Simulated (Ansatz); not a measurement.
## Electronic structure of BClH₄OSi···H₂ in real space

```yaml
atoms:
  - { symbol: B, position_ang: [0.3298, 0.8611, -0.4414] }
  - { symbol: H, position_ang: [-0.6712, -1.3358, 2.5105] }
  - { symbol: Cl, position_ang: [1.7782, 0.1471, -1.1843] }
  - { symbol: H, position_ang: [-0.7295, 0.6004, -0.9221] }
  - { symbol: O, position_ang: [0.4234, 1.6601, 0.6271] }
  - { symbol: Si, position_ang: [1.7502, 2.2089, 1.5119] }
  - { symbol: H, position_ang: [2.4535, 1.0599, 2.1351] }
  - { symbol: H, position_ang: [2.6700, 2.9681, 0.6280] }
  - { symbol: H, position_ang: [1.1913, 3.0991, 2.5567] }
  - { symbol: H, position_ang: [-0.7770, -0.6436, 2.2603] }
```

Theory: RKS PBE0/6-31G* in Ansatz 0.2.0.

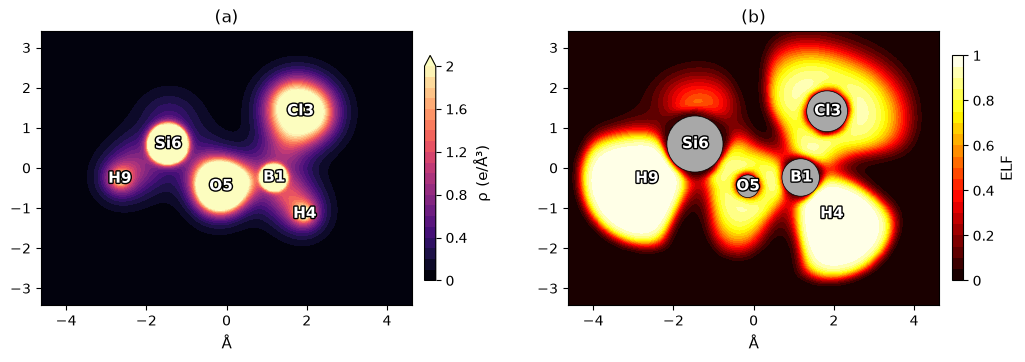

Figure 1. (a) total electron density; (b) electron localisation function on the plane of atoms Cl3, B1 and O5. Grey discs cover the atomic cores in the ELF map.

Question: Describe what can be read from this map.

Answer: The section cuts through B, Cl, H, O and Si sites.
B–O (1.34 Å): the density is about 2.2 e/Å³ at the midpoint; the ELF peaks at about 0.90 between the atoms: a polar covalent bond.
Si–O (1.69 Å): ρ at the midpoint is about 1 e/Å³; the ELF peaks at about 0.85 between the atoms: a shared but strongly polarised pair.
B–Cl (1.78 Å): ρ is about 1.3 e/Å³ halfway; the ELF peaks at about 0.90 between the atoms, as expected for a polar covalent bond.
B–H (1.19 Å): ρ is about 1.3 e/Å³ halfway; the ELF climbs to about 1 towards the hydrogen, as it does in any bond to H; an ordinary covalent bond to hydrogen.
Si–H (1.48 Å): ρ at the midpoint is about 0.8 e/Å³; the ELF climbs to about 1 towards the hydrogen.
The ELF also peaks beside O5 and Cl3, away from the bonds: lone-pair regions.

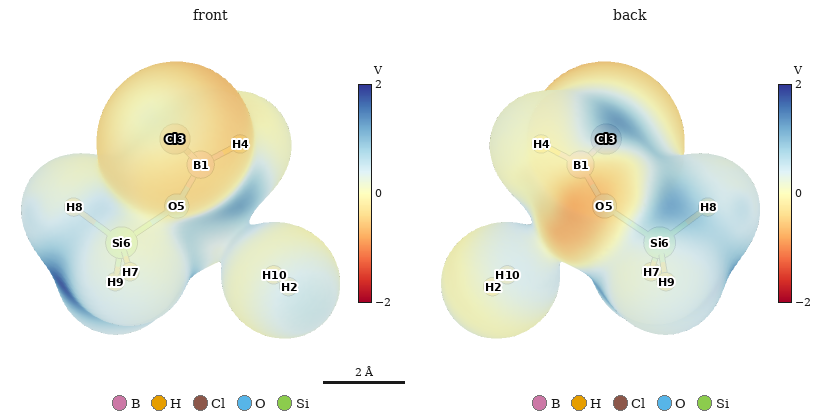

Figure 2. The molecular electrostatic potential painted on the density surface at 0.002 e/bohr³, seen from the front and from behind; the colour scale runs from red (negative) to blue (positive).

Question: Describe the electrostatic potential map.

Answer: The most negative region (about −0.7 V) lies over O5, the most positive (about +1.7 V) over Si6.

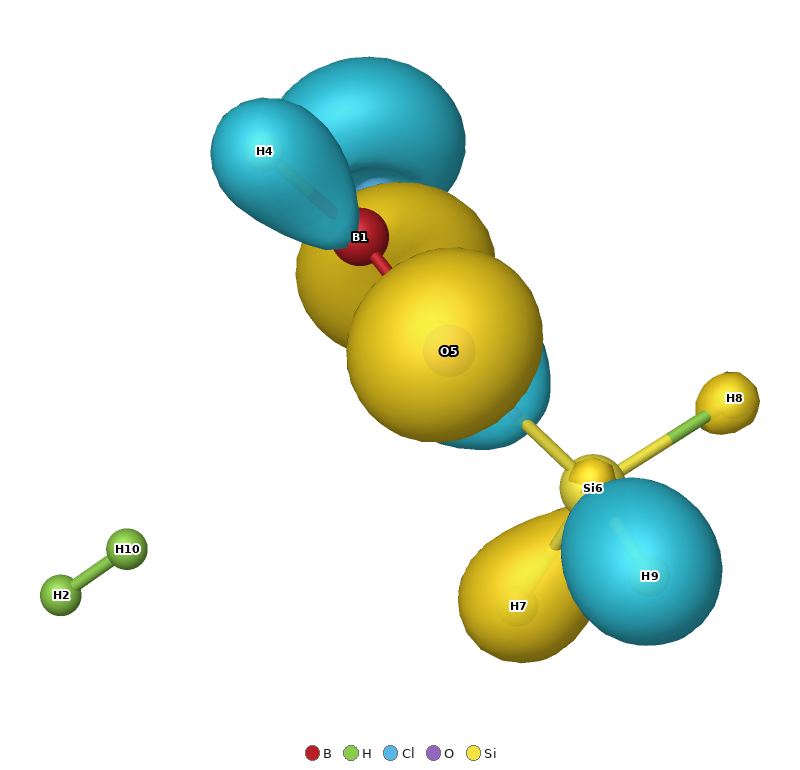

Figure 3. The HOMO−1 at ±0.15 Å⁻³ᐟ² (yellow and cyan are the two phases), seen at an oblique angle.

Question: What is the character of this orbital?

Answer: Its weight (Hirshfeld) is mainly on O5 (about 35 %), Cl3 (about 30 %), Si6 (about 10 %), B1 (about 5 %) and H9 (about 5 %). Its energy is −9.30 eV.

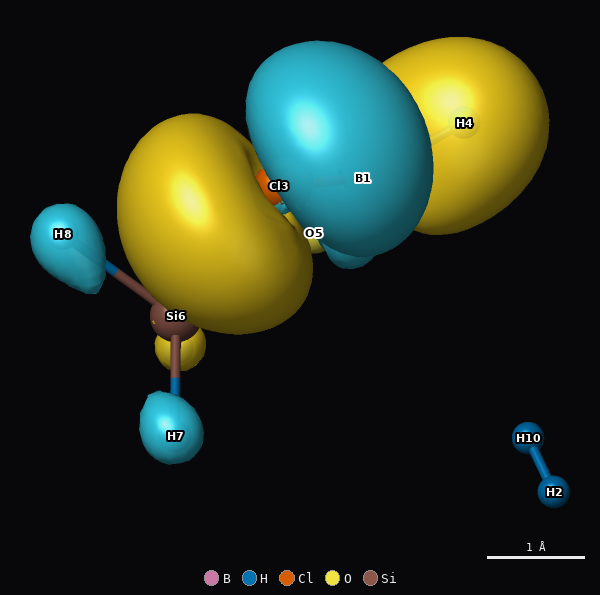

Figure 4. One frontier orbital at ±0.1 Å⁻³ᐟ² (yellow and cyan are the two phases), seen at a tilt.

Question: Which orbital is it: HOMO or LUMO?

Answer: The HOMO, at −8.95 eV. Its weight (Hirshfeld) is mainly on Cl3 (about 70 %), H4 (about 10 %) and B1 (about 10 %); largely a lone pair of Cl3.
